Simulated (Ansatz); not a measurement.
Consider ZnS (space group P4_2/mnm, No. 136; a = 6.630 Å, c = 3.861 Å; a hypothetical phase, not in the database extracts checked).

Modification: cell and atoms relaxed at a pressure of 7.5 GPa.

All numbers come from PBE/PAW in Ansatz (a first-principles code), without spin-orbit coupling.

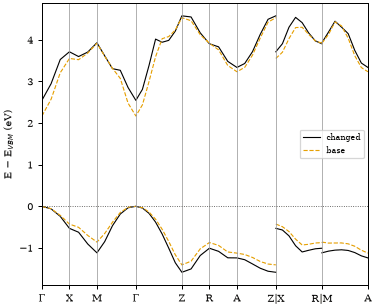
*Highest valence and lowest conduction band along the path, each from its own valence-band maximum*

Question: Read the changed gap and its character from the plot.

Answer: About 2.5 eV, direct at Γ.

Load acts through the strain it causes; cell and atoms are relaxed under it. No phonon test of stability was made. Competing high-pressure phases were not computed.
